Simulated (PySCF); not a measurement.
# C6H5F2 (SMILES F[C]1C=CC=C(F)C1) (doublet): what the fields show

```xyz
13

F    -1.6305   -2.0879    0.2028
C    -0.7282   -1.0860    0.1146
C     0.5934   -1.3401    0.2615
C     1.5274   -0.2967    0.1686
C     1.0881    1.0132   -0.0784
C    -0.2325    1.2725   -0.2259
F    -0.6593    2.5321   -0.4651
C    -1.3167    0.2560   -0.1460
H     0.9211   -2.3503    0.4498
H     2.5768   -0.5008    0.2863
H     1.7983    1.8215   -0.1534
H    -2.0369    0.5215    0.6451
H    -1.9054    0.2456   -1.0777
```

Geometry: GFN2-xTB.

The calculation used UKS B3LYP, pcH-1 on C F H, non-relativistic, mean-field spin-orbit, GIAO (PySCF).

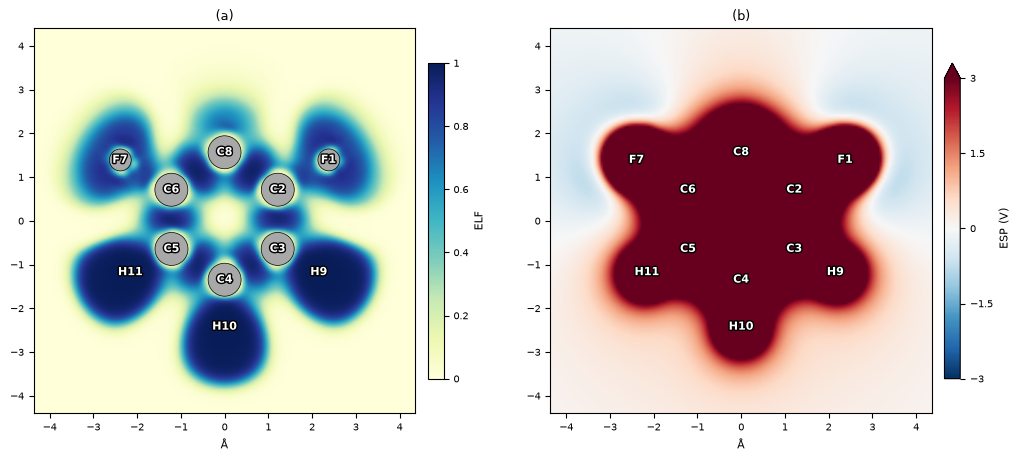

Figure 1. (a) electron localisation function; (b) electrostatic potential on the plane of atoms C6, C5 and H11. Grey discs cover the atomic cores in the ELF map.

Question: What does the map show?

Answer: The plane passes through F, C and H nuclei.
C–F (1.35 Å): the ELF peaks at about 0.85 between the atoms: a polar covalent bond.
C–C (1.35 Å): the ELF peaks at about 0.95 between the atoms: a covalent bond.
C–H (1.08 Å): the ELF climbs to about 1 towards the hydrogen, as it does in any bond to H (an ordinary covalent bond to hydrogen).
C–C (1.40 Å): the ELF peaks at about 0.95 between the atoms, as expected for a covalent bond.
C–C (1.49 Å): the ELF peaks at about 0.95 between the atoms: a covalent bond.
The ELF also peaks beside F7 and F1, away from the bonds: non-bonding electrons, paired or unpaired.
Outside the dense part of the molecule the potential is most negative (−0.7 V) near F1 and F7.

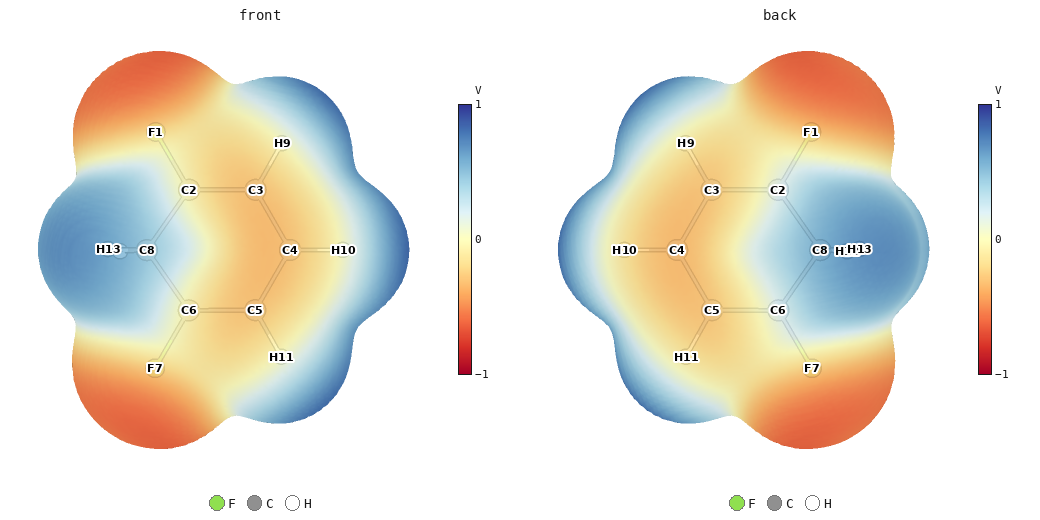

Figure 2. The electrostatic potential painted on the density surface at 0.001 e/bohr³, seen from the front and from behind; the colour scale runs from red (negative) to blue (positive).

Question: Which sites attract a positive test charge, and which a negative one?

Answer: A positive charge is drawn to the negative regions and a negative charge to the positive ones. The most negative region (about −0.6 V) lies over F1 and F7, the most positive (about +0.8 V) over H9, H10 and H11.

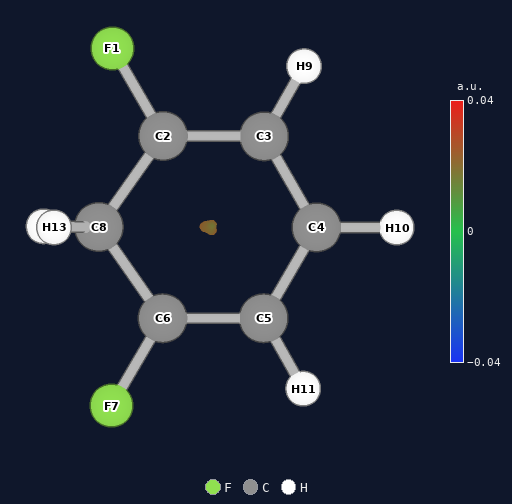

Figure 3. Non-covalent interaction (NCI) plot: the surface where the reduced density gradient is 0.4, for densities under 0.05 a.u., coloured by sign(λ₂)ρ; seen across its widest extent.

Question: What holds or crowds the atoms apart from the covalent bonds?

Answer: Inside the ring or cage of C2, C3, C4, C5, C6 and C8: steric crowding (red).
